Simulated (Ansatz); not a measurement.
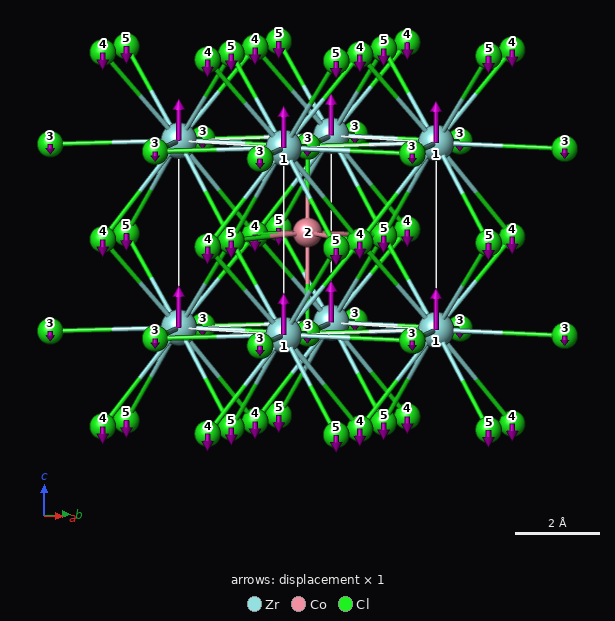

This is a relaxation of solid ZrCoCl$_{3}$ (built on the tetragonal perovskite type) (coarse preliminary run). The starting structure is drawn; purple arrows show the displacements (the part carried along by the change of the cell is left out), at their true length.

A ball-and-stick model of the cell of the calculation, seen from a free direction.

Case: tetragonal perovskite type (P4mm, No. 99).

The calculation used Ansatz 0.2.0, DFT PBE, scalar-relativistic, plane waves, PAW. Set-up: plane-wave cutoff 420 eV; k-point mesh 4 × 4 × 4; occupations gaussian; smearing width 0.1 eV; collinear spin; cell and atoms relaxed; force threshold 0.04 eV/Å; at most 70 steps.

Q: What did the optimiser do to the structure, and how much energy did it gain?

A: The energy falls by 368 meV per atom in 11 accepted moves (14 points after the start). Largest force component: 2.1 eV/Å at the start, 0.018 eV/Å at the end. Pressure: 6.54 GPa at the start and 0.00 GPa at the end. The line search rejected the trial step at point 8 of the run. At 2 points the geometry stayed and the basis and grid were re-selected for the new cell (energy shift of 13.9 meV per atom at most each time). The atom that moves furthest relative to the cell is Zr1 (1.02 Å along +c). By element the largest moves are Zr 1.02 Å, Cl 0.43 Å, Co 0.09 Å. Cell: a = b 4.452 → 4.532 Å (+1.8 %), c 4.508 → 5.741 Å (+27.3 %). Volume +32.0 %. Some distances before and after: Zr1–Cl4 3.216 → 4.961 Å, Co2–Cl3 2.434 → 3.446 Å, Zr1–Cl4 (another image) 3.120 → 2.627 Å, Zr1–Cl3 3.150 → 3.504 Å. Bonds break, among them: Co2–Cl3 (2.43 → 3.45 Å), Zr1–Cl4 (3.22 → 4.96 Å), Zr1–Cl5 (3.22 → 4.96 Å). Among the angles between lasting bonds that change: Cl4–Zr1–Cl4 91.0° → 119.3°, Zr1–Cl4–Zr1 91.0° → 119.3°, Co2–Cl4–Co2 173.0° → 145.7°. The space group stays P4mm (No. 99). The run took 3.9 min on 1 thread of Arm Neoverse V2, with other jobs on the host, peak memory 0.43 GiB.
